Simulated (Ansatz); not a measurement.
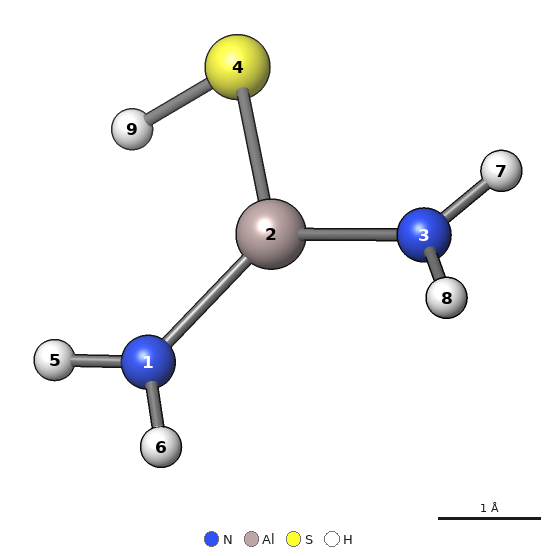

The view is orthographic, and the bar gives the scale. The computed structure is the end point of a PBE0-D4/def2-TZVP optimisation. No frequency run is at hand to confirm it as a minimum.

Write Cartesian coordinates in Å in the frame of the picture: x to the right, y up, z towards the viewer, origin at the mean of the atomic positions.

```xyz
9
AlH5N2S
N   -1.14  -1.05   0.13
Al   0.07   0.22  -0.08
N    1.58   0.21   0.83
S   -0.26   1.87  -1.48
H   -2.07  -1.03  -0.27
H   -1.02  -1.89   0.67
H    2.34   0.84   0.66
H    1.80  -0.41   1.59
H   -1.30   1.25  -2.07
```
